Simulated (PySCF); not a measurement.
**C6H11PSi (SMILES C[SiH2]P1C=CCC=C1): density, localisation and related maps**

Input file:

```
{"job": {"kind": "nmr", "xc": "PBE0", "basis": "pcSseg-1"}, "charge": 0, "multiplicity": 1}
C      3.123342     0.761729    -0.895976
Si     1.992051    -0.587700    -0.182291
P     -0.000765    -0.417226    -1.216128
C     -0.920299    -1.567126    -0.176050
C     -2.031444    -1.258248     0.478880
C     -2.682164     0.091897     0.484968
C     -1.727782     1.216128     0.218707
C     -0.592080     1.109584    -0.457780
H      3.067017     0.788542    -1.980678
H      2.850046     1.745935    -0.526581
H      4.157285     0.583422    -0.619615
H      1.943612    -0.464252     1.283354
H      2.503223    -1.924858    -0.512465
H     -0.522223    -2.573464    -0.143923
H     -2.532837    -2.014526     1.070776
H     -3.168321     0.253435     1.452217
H     -3.478766     0.110859    -0.271700
H     -2.019286     2.175426     0.629284
H      0.029588     1.979695    -0.627297
```

Command:

```sh
OMP_NUM_THREADS=1 python probes_run.py task.json out
```

Geometry: GFN2-xTB.

Level of theory: PBE0/pcSseg-1, SCF density, gas phase, non-relativistic (PySCF).

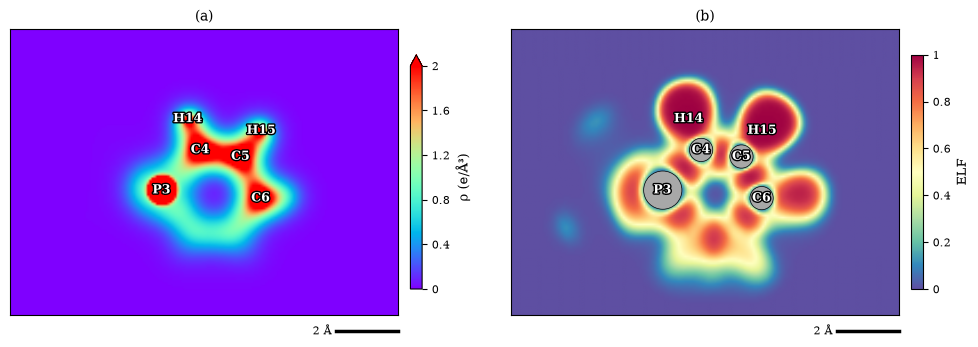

Figure 1. (a) electron density; (b) ELF on the plane of atoms C6, C5 and H15. Grey discs cover the atomic cores in the ELF map.

Interpret the plot.

Answer. The plane passes through P, C and H nuclei.
C–C (1.33 Å): ρ at the midpoint is about 2.3 e/Å³; the ELF peaks at about 0.90 between the atoms (a short, multiple covalent bond).
C–P (1.80 Å): the density is about 1.2 e/Å³ at the midpoint; the ELF peaks at about 0.95 between the atoms (a covalent bond).
C–H (1.08 Å): the density is about 2 e/Å³ at the midpoint; the ELF climbs to about 1 towards the hydrogen, as it does in any bond to H: an ordinary covalent bond to hydrogen.
C–C (1.50 Å): ρ at the midpoint is about 1.7 e/Å³; the ELF peaks at about 0.95 between the atoms; a shared electron pair.

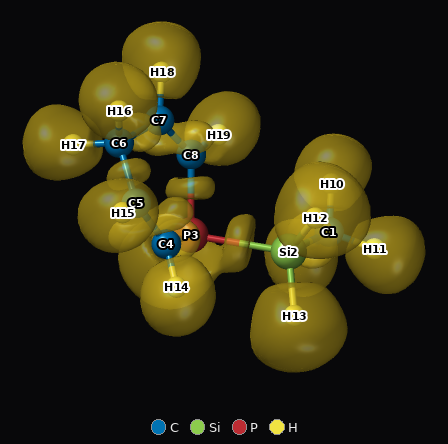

Figure 2. Isosurface of the ELF at 0.8 (yellow), seen at an oblique angle. Core shells and regions of very low density are left out.

Where are the electrons localised?

Answer. The surface consists of four regions between bonded C–C atoms (shared pairs), two regions between bonded C–P atoms (shared pairs), one region between bonded C–Si atoms (shared pairs), eleven regions around hydrogen nuclei and one region on P in which the atom's valence shell and bonds are merged.

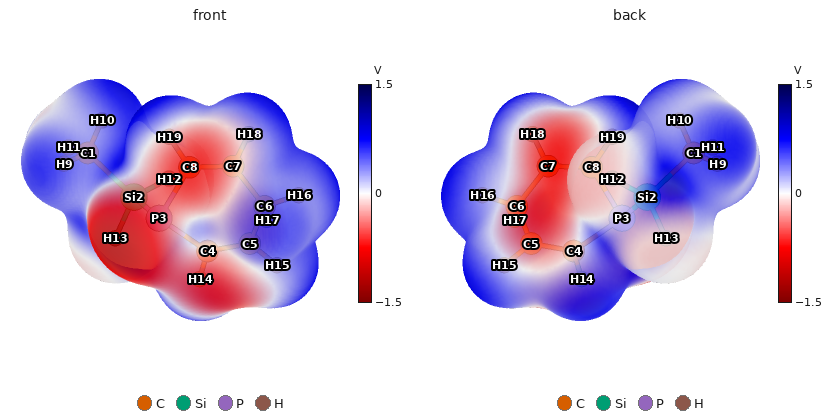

Figure 3. The molecular electrostatic potential painted on the density surface at 0.002 e/bohr³, seen from the front and from behind; red is negative and blue positive.

Describe the electrostatic potential map.

Answer. The most negative region (about −1.1 V, or −25 kcal/mol for a unit charge) lies over P3, the most positive (about +0.9 V, or +21 kcal/mol for a unit charge) over Si2 and H19.

What dipole moment does the calculation give?

Answer. Its dipole moment is 1.20 D.
